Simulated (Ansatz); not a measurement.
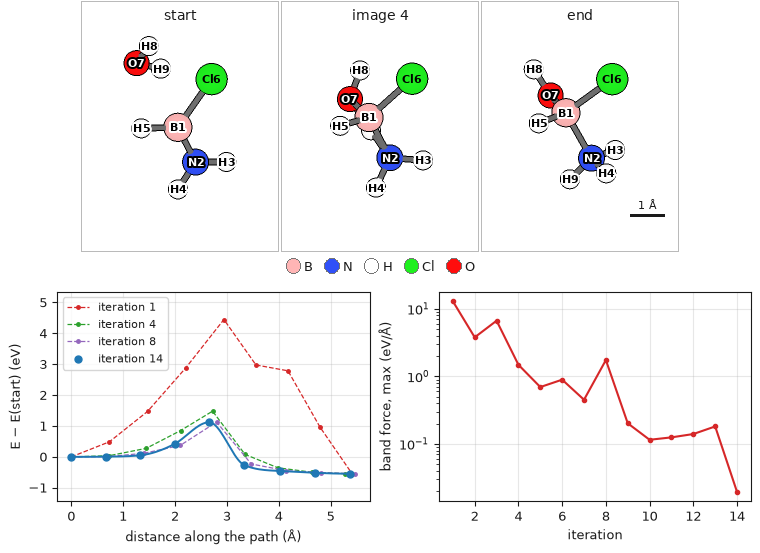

A nudged-elastic-band calculation for BNH₅OCl, made up of BNH3Cl and H$_{2}$O. Images are numbered from 0 (start) to 8 (end). The plot follows the band through its iterations. Style: ball-and-stick. Shown from a free direction.

Computed with RHF/def2-SVP (Ansatz). Set-up: 7 movable images; climbing image; force threshold 0.03 eV/Å; iteration limit 60; starting path through a guess of the saddle point.

Did the band converge, and can the barrier be trusted?

Answer. The result is final at these settings. The band converged in 14 iterations. The largest component of the band force went from 13 to 0.019 eV/Å. The climbing image converged on the top of the path. Its vibrational analysis gives one imaginary mode (1794i cm⁻¹), as a transition state must have. The first iteration put the highest image at 4.45 eV. The energy climbs by 1.12 eV to image 4 and then falls by 1.66 eV, so the end point sits at −0.54 eV.

Limits of the set-up: the start holds two separate molecules, 2.8 Å apart at their closest, whose relative position is a soft coordinate and is computed without a dispersion correction; Hartree-Fock leaves out electron correlation.

The run took 2.2 min on 1 thread of Arm Neoverse V1, on a shared host, peak memory 0.15 GiB.
